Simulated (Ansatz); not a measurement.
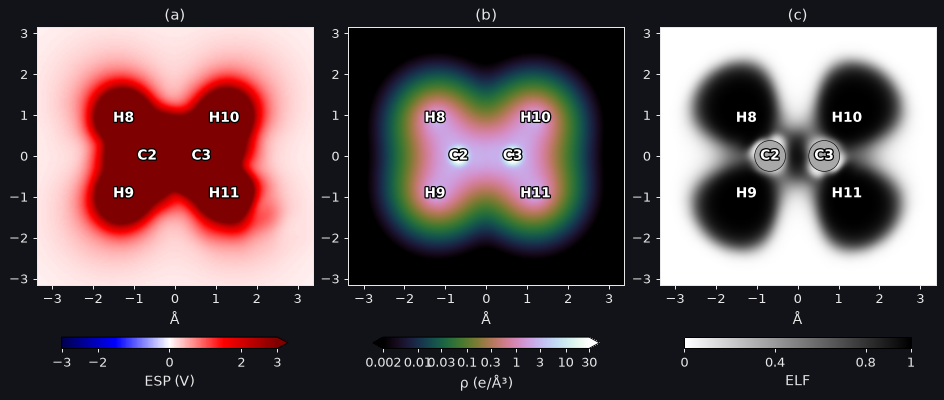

The picture shows: SiH4···C2H4. (a) molecular electrostatic potential; (b) total electron density; (c) electron localisation function on the plane of atoms C3, C2 and H8. Grey discs cover the atomic cores in the ELF map.

The product side of a reaction path; geometry: PBE0-D4/def2-TZVP.

Level of theory: Ansatz 0.2.0, RKS PBE0-D4/def2-TZVPP.

```xyz
11

Si    0.4251    1.9413    0.0161
C    -0.0057   -1.7165    0.5409
C    -0.7051   -1.5311   -0.5673
H    -0.4291    1.6380   -1.1590
H     0.7414    3.3944    0.0250
H    -0.2960    1.5953    1.2659
H     1.6905    1.1709   -0.0687
H    -0.4611   -1.6347    1.5219
H     1.0518   -1.9561    0.5134
H    -1.7623   -1.2900   -0.5400
H    -0.2495   -1.6115   -1.5484
```

Q: Describe what can be read from this map.

A: The plane passes through C and H nuclei.
C–C (1.32 Å): ρ at the midpoint is about 2.4 e/Å³; the ELF peaks at about 0.90 between the atoms: a short, multiple covalent bond.
C–H (1.08 Å): the density is about 2 e/Å³ at the midpoint; the ELF climbs to about 1 towards the hydrogen, as it does in any bond to H: a covalent bond by its length.
The potential has no marked negative region in this plane.
